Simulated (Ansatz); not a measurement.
Run report: AlSiH6O2F, geometry relaxation (part 3 of 3)

Continued. System: AlSiH6O2F. Method: RKS PBE-D4/def2-SVP (Ansatz 0.2.0). It belongs to a series of runs on one base structure; here: end point A relaxed.

Geometry of the input (Å):
```
Al -0.1965  -0.2139  -0.0656
O  -0.3145  -0.1562  1.6935
Si -1.3043  -0.5507  2.9844
H  -2.5056  -1.3398  2.5302
H  -0.5365  -1.3650  3.9894
H  -1.7838  0.7107  3.6537
O  1.2816  -0.5960  -0.8227
H  2.1435  -0.6562  -0.3899
H  -1.4932  -0.1015  -0.9595
F  0.3279  2.4844  0.7873
H  0.1587  1.9915  1.5611
```

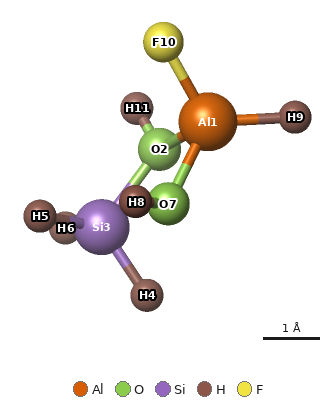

*The geometry at step 34 of the log (ball-and-stick view, seen at a tilt; atoms are numbered from 1 in the order of the input).*

Trajectory as extended XYZ, continued:
```
11
Properties=species:S:1:pos:R:3:forces:R:3 step=26 energy=-21363.15318
Al   -0.1101    0.5203   -0.1793    0.0872   0.0437  -0.0169
O    -0.7566    0.6890    1.7006   -0.1154  -0.1826   0.2173
Si   -1.1366   -0.5189    2.9026    0.1715   0.2451  -0.0555
H    -1.6889   -1.6598    2.1243   -0.0294  -0.0286  -0.0425
H     0.1136   -0.8840    3.6596   -0.1038   0.0378  -0.0929
H    -2.1536    0.0776    3.8402    0.0975  -0.0389  -0.0945
O     0.7207   -1.0070   -0.1579    0.1154   0.0964   0.1041
H     1.6577   -1.0826    0.0965   -0.2170   0.0376  -0.0649
H    -1.4102    0.6232   -1.0981    0.1069  -0.0158   0.0495
F     0.8107    1.9475    0.1121   -0.1052  -0.1884  -0.0270
H    -0.2694    1.5020    1.9612   -0.0075  -0.0063   0.0232
11
Properties=species:S:1:pos:R:3:forces:R:3 step=27 energy=-21363.17125
Al   -0.1257    0.5319   -0.1645    0.1693  -0.0065  -0.0152
O    -0.8528    0.7533    1.6813   -0.0711  -0.2669   0.2639
Si   -1.0914   -0.5295    2.8611    0.1648   0.2931  -0.2165
H    -1.6713   -1.6537    2.0734   -0.0041   0.0057   0.0129
H     0.2303   -0.8759    3.5061   -0.2052   0.0646  -0.0916
H    -2.0695    0.0050    3.8792    0.1648  -0.0584  -0.0991
O     0.6404   -1.0338   -0.0217    0.0147   0.2085   0.1060
H     1.5697   -1.1272    0.2530   -0.1872   0.0467  -0.0617
H    -1.3483    0.6574   -1.1881    0.1327  -0.0254   0.1235
F     0.8441    1.9275    0.1273   -0.1458  -0.2344  -0.0340
H    -0.3480    1.5522    1.9546   -0.0329  -0.0270   0.0117
11
Properties=species:S:1:pos:R:3:forces:R:3 step=28 energy=-21363.19752
Al   -0.1231    0.5451   -0.1539    0.1349  -0.0709   0.1801
O    -0.9427    0.8125    1.6454   -0.0107  -0.3503   0.2615
Si   -1.0506   -0.5441    2.7754    0.1488   0.3766  -0.0960
H    -1.6802   -1.6551    2.0054   -0.0054   0.0612   0.0416
H     0.3089   -0.8650    3.3382   -0.1095   0.0042  -0.1285
H    -1.9235   -0.0593    3.9124    0.0776  -0.0559  -0.2116
O     0.5634   -1.0483    0.1411   -0.1165   0.3257   0.0064
H     1.4854   -1.1581    0.4267   -0.0607   0.0313  -0.0379
H    -1.3102    0.6668   -1.2120    0.1527  -0.0216   0.0321
F     0.8836    1.9109    0.1453   -0.1501  -0.2622  -0.0919
H    -0.4336    1.6020    1.9377   -0.0611  -0.0382   0.0441
11
Properties=species:S:1:pos:R:3:forces:R:3 step=29 energy=-21363.21993
Al   -0.1520    0.5514   -0.1113    0.2218   0.0138  -0.0725
O    -1.0103    0.8501    1.6591    0.1213  -0.2275   0.0192
Si   -0.9952   -0.5490    2.7421   -0.0501   0.1204  -0.2659
H    -1.6976   -1.6260    1.9898    0.0167   0.0035   0.0399
H     0.4040   -0.8886    3.1712   -0.1455   0.0670   0.0484
H    -1.8432   -0.1022    3.9050    0.1659  -0.0053  -0.0054
O     0.4857   -1.0445    0.2701   -0.1209   0.2391   0.0445
H     1.4141   -1.1632    0.5271   -0.0068   0.0088  -0.0156
H    -1.2142    0.6500   -1.2967    0.0419   0.0063   0.1497
F     0.9006    1.8859    0.1447   -0.1764  -0.2267   0.0023
H    -0.5145    1.6433    1.9607   -0.0680   0.0005   0.0555
11
Properties=species:S:1:pos:R:3:forces:R:3 step=30 energy=-21363.24013
Al   -0.1377    0.5575   -0.1156    0.0560   0.1185   0.0149
O    -1.0366    0.8407    1.6322    0.1115  -0.0511  -0.0364
Si   -0.9814   -0.5634    2.6995    0.0703   0.1001  -0.1081
H    -1.7268   -1.6418    1.9922    0.0188   0.0140   0.0465
H     0.4212   -0.8892    3.1171   -0.0826  -0.0033   0.0098
H    -1.7457   -0.0924    3.9059    0.0097  -0.0067   0.0035
O     0.4567   -1.0345    0.3267   -0.0327   0.0773  -0.0013
H     1.3830   -1.1643    0.5859   -0.0024  -0.0156  -0.0195
H    -1.1923    0.6661   -1.3032    0.0657  -0.0047   0.0822
F     0.9181    1.8777    0.1671   -0.1101  -0.1655  -0.0436
H    -0.5813    1.6509    1.9539   -0.1042  -0.0631   0.0519
11
Properties=species:S:1:pos:R:3:forces:R:3 step=31 energy=-21363.25047
Al   -0.1227    0.5704   -0.1183   -0.0059   0.0857   0.0559
O    -1.0583    0.8277    1.6087    0.1970   0.2197   0.0018
Si   -0.9580   -0.5645    2.6817   -0.0246  -0.0488   0.0226
H    -1.7156   -1.6665    2.0254    0.0365   0.0296   0.0186
H     0.4366   -0.8794    3.1209    0.0154  -0.0002  -0.0502
H    -1.7002   -0.0862    3.8997   -0.0311   0.0337  -0.0089
O     0.4232   -1.0323    0.3413    0.0497  -0.0077   0.0423
H     1.3521   -1.1911    0.5772   -0.0363  -0.0217  -0.0225
H    -1.1578    0.7001   -1.3117    0.0197   0.0132  -0.0026
F     0.9548    1.8600    0.1826   -0.0501  -0.0753  -0.0487
H    -0.6768    1.6691    1.9544   -0.1703  -0.2282  -0.0084
11
Properties=species:S:1:pos:R:3:forces:R:3 step=32 energy=-21363.25966
Al   -0.1046    0.5860   -0.1105   -0.0854   0.0279   0.1086
O    -1.0907    0.8154    1.5848    0.3203   0.8032   0.1635
Si   -0.9287   -0.5721    2.6569    0.0021  -0.1352   0.0388
H    -1.6976   -1.6987    2.0549    0.0201   0.0522   0.0476
H     0.4759   -0.8660    3.0685    0.0445  -0.0040   0.0126
H    -1.6343   -0.0639    3.8883   -0.0444   0.0075  -0.0225
O     0.3717   -1.0302    0.3947    0.1912  -0.0470   0.0311
H     1.3060   -1.2339    0.5823   -0.1809   0.0004  -0.0337
H    -1.1030    0.7449   -1.3256   -0.0148   0.0107  -0.0628
F     1.0095    1.8319    0.1913    0.0447   0.0145  -0.0374
H    -0.8267    1.6941    1.9762   -0.2974  -0.7302  -0.2459
11
Properties=species:S:1:pos:R:3:forces:R:3 step=33 energy=-21363.27172
Al   -0.0996    0.6004   -0.1089   -0.0785   0.0124   0.0978
O    -1.0967    0.8123    1.5773    0.3122   0.8347   0.2401
Si   -0.9049   -0.5801    2.6513   -0.0431  -0.0557  -0.0350
H    -1.6820   -1.7142    2.0758    0.0416   0.0262   0.0406
H     0.5020   -0.8506    3.0745    0.0287  -0.0106  -0.0087
H    -1.6191   -0.0656    3.8772   -0.0179   0.0181  -0.0177
O     0.3385   -1.0279    0.4097    0.1853  -0.0227   0.0609
H     1.2706   -1.2584    0.5783   -0.1847   0.0081  -0.0355
H    -1.0744    0.7725   -1.3456   -0.0018   0.0113  -0.0149
F     1.0473    1.8177    0.1826    0.0248  -0.0100  -0.0332
H    -0.9044    1.7011    1.9897   -0.2665  -0.8117  -0.2944
11
Properties=species:S:1:pos:R:3:forces:R:3 step=34 energy=-21363.29802
Al   -0.0995    0.6325   -0.0889   -0.0221   0.1426  -0.0717
O    -1.1084    0.8266    1.5624    0.2594   1.0760   0.4147
Si   -0.8496   -0.5986    2.6020   -0.0102  -0.0989  -0.0807
H    -1.6442   -1.7520    2.0919    0.0222   0.0036   0.0548
H     0.5604   -0.8336    3.0467   -0.0179  -0.0061   0.0380
H    -1.5708   -0.0760    3.8245    0.0072   0.0443   0.0263
O     0.2545   -1.0081    0.5018    0.2653   0.0119   0.0382
H     1.1802   -1.2963    0.6238   -0.2615   0.0292  -0.0330
H    -1.0271    0.8126   -1.3700    0.0384  -0.0205   0.0861
F     1.1268    1.7868    0.1404   -0.0681  -0.1351  -0.0025
H    -1.0449    1.7134    2.0272   -0.2128  -1.0470  -0.4701
11
Properties=species:S:1:pos:R:3:forces:R:3 step=35 energy=-21363.30543
Al   -0.0782    0.6820   -0.0919   -0.1991  -0.0167   0.0122
O    -1.0994    0.8276    1.5315   -0.0961   1.6825   1.0649
Si   -0.7977   -0.6253    2.5663   -0.0233   0.1622  -0.2176
H    -1.6144   -1.8072    2.1530    0.0638   0.0224   0.0516
H     0.5972   -0.8273    3.0849   -0.0082  -0.0598  -0.1040
H    -1.5060   -0.0532    3.7811   -0.0467   0.0348   0.0080
O     0.1852   -0.9774    0.5426    0.5203  -0.1192   0.1219
H     1.0957   -1.3382    0.6198   -0.4608   0.1167  -0.0352
H    -0.9863    0.8753   -1.3834    0.0551  -0.0063   0.0618
F     1.2193    1.7449    0.1165    0.0534  -0.0303   0.0010
H    -1.2379    1.7061    2.0414    0.1416  -1.7861  -0.9646
11
Properties=species:S:1:pos:R:3:forces:R:3 step=36 energy=-21363.38871
Al   -0.1015    0.7512   -0.0531    0.6049  -0.3633  -0.3682
O    -1.0529    0.8685    1.5406   -0.1865   0.2382   0.4135
Si   -0.7556   -0.6235    2.5280    0.1137  -0.1315  -0.1143
H    -1.6029   -1.7964    2.1524   -0.0031  -0.0048   0.0318
H     0.6209   -0.8886    3.0658   -0.0141   0.0023   0.0399
H    -1.4672   -0.0356    3.7440    0.0011   0.0408  -0.0456
O     0.1973   -0.9135    0.6169   -0.2028   0.1333   0.0912
H     1.0479   -1.3826    0.6641   -0.0495   0.1008  -0.0530
H    -0.9851    0.8949   -1.3552   -0.0859   0.0550   0.0037
F     1.3000    1.6965    0.0428   -0.1265   0.0384   0.0315
H    -1.4236    1.6363    2.0154   -0.0513  -0.1092  -0.0304
11
Properties=species:S:1:pos:R:3:forces:R:3 step=37 energy=-21363.40156
Al   -0.0836    0.7378   -0.0767    0.2065   0.0289   0.0801
O    -1.0379    0.8666    1.5380   -0.0651   0.2587   0.0059
Si   -0.7330   -0.6417    2.4949   -0.1107   0.1195   0.0771
H    -1.6079   -1.8062    2.1606   -0.0045  -0.0597   0.0224
H     0.6265   -0.9169    3.0633    0.0582  -0.0519   0.0780
H    -1.4443   -0.0022    3.6877    0.0146  -0.0915   0.0825
O     0.1785   -0.9112    0.6563    0.0686  -0.0225  -0.1508
H     1.0343   -1.3697    0.7241   -0.0474   0.0392  -0.0813
H    -1.0094    0.9321   -1.3412   -0.0098  -0.0587  -0.0584
F     1.2985    1.7079    0.0366   -0.0653  -0.0862  -0.0334
H    -1.4443    1.6108    2.0182   -0.0451  -0.0759  -0.0219
11
Properties=species:S:1:pos:R:3:forces:R:3 step=38 energy=-21363.41318
Al   -0.0677    0.7486   -0.0795    0.0408   0.0404   0.0592
O    -1.0426    0.8880    1.5395    0.0975  -0.1082   0.0733
Si   -0.7350   -0.6297    2.5084   -0.0943   0.0964   0.0390
H    -1.5964   -1.8098    2.1865    0.0053  -0.0093  -0.0528
H     0.6184   -0.9213    3.0919    0.0560   0.0110  -0.0635
H    -1.4398   -0.0353    3.7298   -0.0049   0.0474  -0.0624
O     0.1735   -0.8998    0.6357   -0.0039  -0.0127   0.0473
H     1.0201   -1.3756    0.6747    0.0000   0.0020  -0.0293
H    -0.9873    0.9211   -1.3553    0.0003  -0.0054  -0.0160
F     1.3236    1.7036    0.0264   -0.0574  -0.0468  -0.0066
H    -1.4894    1.6174    2.0038   -0.0393  -0.0147   0.0119
11
Properties=species:S:1:pos:R:3:forces:R:3 step=39 energy=-21363.41453
Al   -0.0609    0.7478   -0.0822    0.0561  -0.0208   0.1951
O    -0.9812    0.9067    1.5746    0.1684  -0.3352  -0.1870
Si   -0.7373   -0.6237    2.5235    0.0044   0.0818  -0.0326
H    -1.5869   -1.8004    2.1659   -0.0196  -0.0366  -0.0343
H     0.6170   -0.9040    3.1066    0.0283  -0.0072  -0.0295
H    -1.4747   -0.0458    3.7285   -0.0092   0.0533  -0.0052
O     0.1770   -0.8985    0.6383    0.0183   0.0249  -0.0156
H     1.0123   -1.3943    0.6527    0.0093  -0.0024  -0.0166
H    -1.0018    0.9183   -1.3413   -0.0280   0.0047  -0.0162
F     1.3276    1.7063    0.0017   -0.0163  -0.0357  -0.0370
H    -1.5137    1.5949    1.9936   -0.2117   0.2731   0.1790
11
Properties=species:S:1:pos:R:3:forces:R:3 step=40 energy=-21363.41839
Al   -0.0624    0.7483   -0.0666    0.0192  -0.0265  -0.0139
O    -1.0085    0.8985    1.5697    0.0203   0.0092  -0.0559
Si   -0.7387   -0.6218    2.5202    0.0067  -0.0173   0.0290
H    -1.5842   -1.8040    2.1611   -0.0105   0.0091   0.0124
H     0.6253   -0.9016    3.0859   -0.0195   0.0138   0.0090
H    -1.4684   -0.0266    3.7237    0.0080  -0.0179   0.0067
O     0.1789   -0.9001    0.6378   -0.0105   0.0183   0.0038
H     1.0155   -1.3945    0.6477   -0.0104   0.0153   0.0035
H    -0.9943    0.9118   -1.3362   -0.0141   0.0220   0.0069
F     1.3334    1.6940    0.0113    0.0008   0.0110   0.0029
H    -1.5192    1.6032    2.0070    0.0101  -0.0370  -0.0045
11
Properties=species:S:1:pos:R:3:forces:R:3 step=41 energy=-21363.41911
Al   -0.0589    0.7472   -0.0702    0.0046  -0.0086   0.0034
O    -1.0032    0.8951    1.5653   -0.0227   0.0245   0.0135
Si   -0.7380   -0.6227    2.5212    0.0000   0.0053   0.0043
H    -1.5878   -1.8029    2.1657    0.0018   0.0007   0.0022
H     0.6243   -0.8996    3.0908   -0.0056   0.0009  -0.0015
H    -1.4668   -0.0285    3.7253    0.0003   0.0007  -0.0002
O     0.1792   -0.8999    0.6384    0.0075  -0.0120  -0.0069
H     1.0151   -1.3948    0.6494    0.0036   0.0011  -0.0033
H    -0.9994    0.9226   -1.3321   -0.0018   0.0079   0.0000
F     1.3355    1.6950    0.0095    0.0044  -0.0003  -0.0051
H    -1.5226    1.5958    1.9986    0.0079  -0.0201  -0.0063
```

Key numbers:

| quantity | value |
| --- | --- |
| outcome | converged |
| total energy | −21363.4192 eV |
| mean-field energy | −21363.1880 eV |
| largest force (length of the vector) at the end | 0.036 eV/Å |
| wall time | 86 s (CPU time 2.8 min) |
| peak memory | 0.15 GiB |
